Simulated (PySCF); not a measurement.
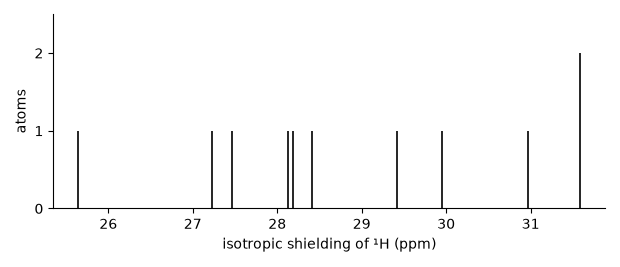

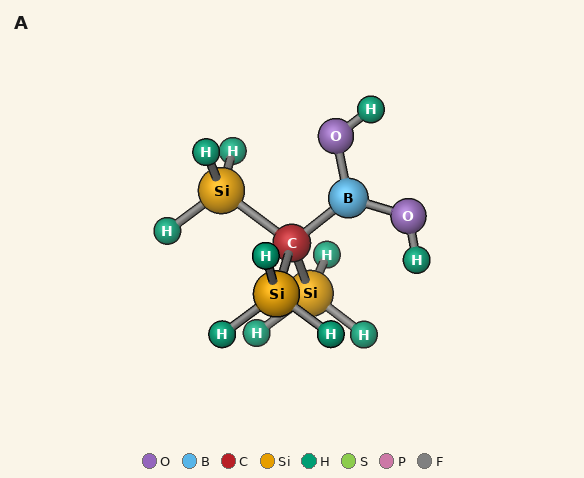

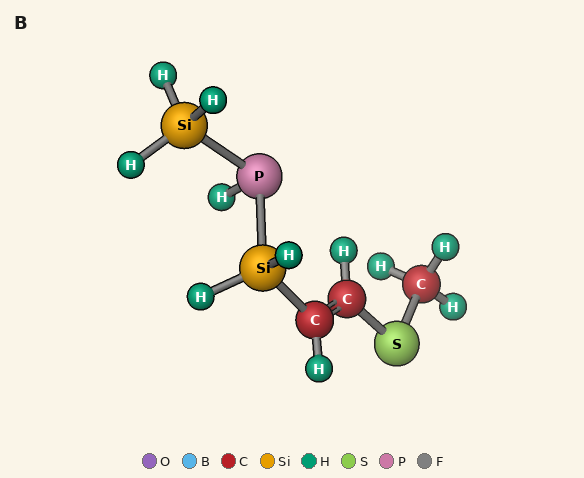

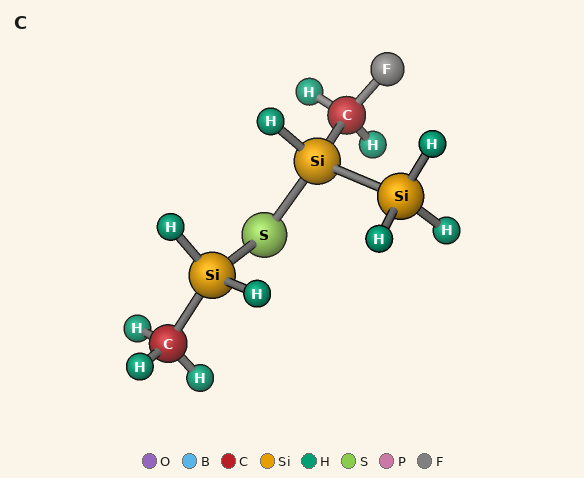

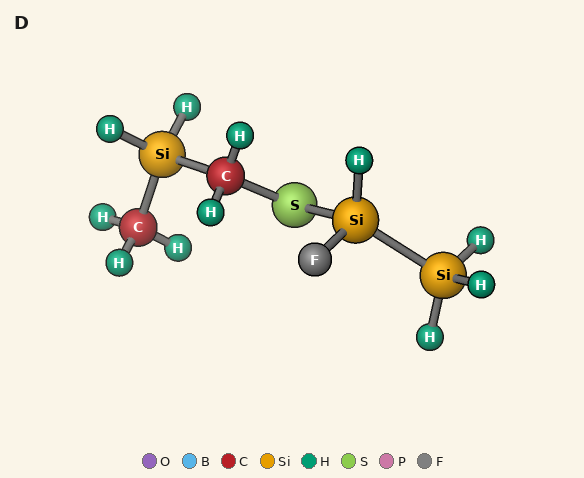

The sticks are computed shieldings of one of the molecules, for one fixed geometry (GFN2-xTB) without averaging over rotations. Low shielding means a high chemical shift. Method: GIAO PBE0/pcSseg-1 NMR shielding, non-relativistic, gas phase (PySCF 2.14.0).

### Which molecule gives this pattern?

D, `C[SiH2]CS[Si@@H](F)[SiH3]`. Its 11 H atoms give lines at 25.64, 27.23, 27.46, 28.13, 28.19, 28.41, 29.42, 29.95, 30.96, 31.59 (2 atoms) ppm.

The geometry is semi-empirical. Around B, P, Si such bond lengths and angles can be off by a tenth of an ångström or more and by several degrees, and values that hang on the shape move with them.
